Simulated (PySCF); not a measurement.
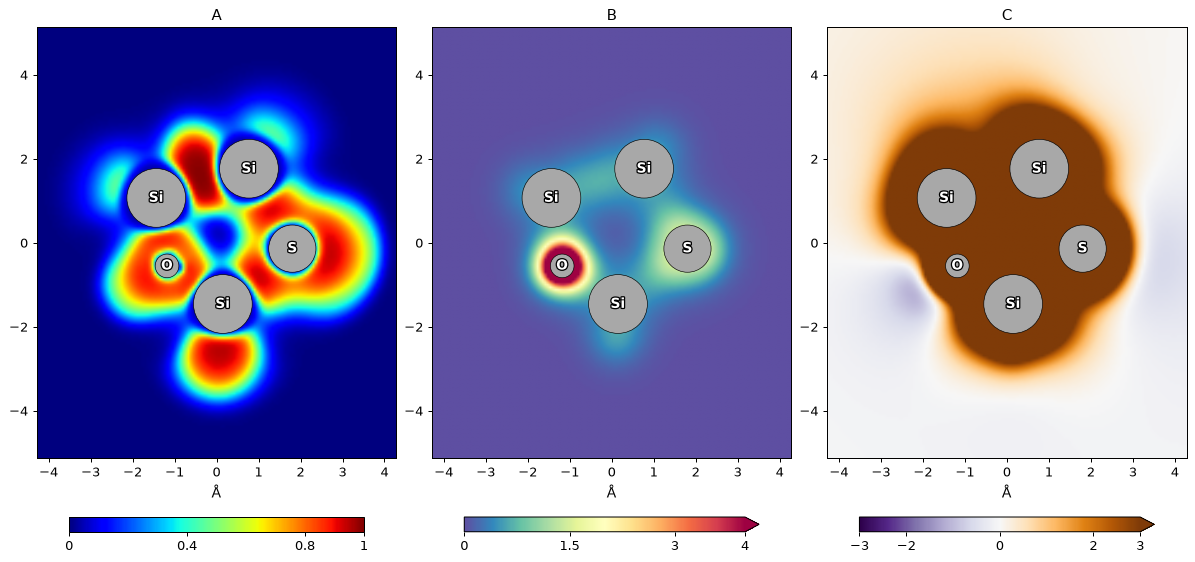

H$_{8}$O$_{2}$SSi$_{4}$: 3 fields on the plane of atoms O4, Si5 and Si6, with unlabelled colour scales. Grey discs cover the atomic cores.

Geometry: GFN2-xTB.

The calculation used CAM-B3LYP/def2-SVPD, SCF density, gas phase in PySCF.

Q: Match the panels to the quantities (electron density, electron localisation function and electrostatic potential).

A: Panel A: electron localisation function. Panel B: electron density. Panel C: electrostatic potential (strongly positive close to the atoms, with negative regions outside electron-rich atoms). From the grid: Si–O (1.62 Å): ρ is about 1.2 e/Å³ halfway; the ELF peaks at about 0.85 between the atoms; a polar covalent bond. Si–S (2.14 Å): the density is about 0.83 e/Å³ at the midpoint; the ELF peaks at about 0.95 between the atoms (localised, covalent bonding).
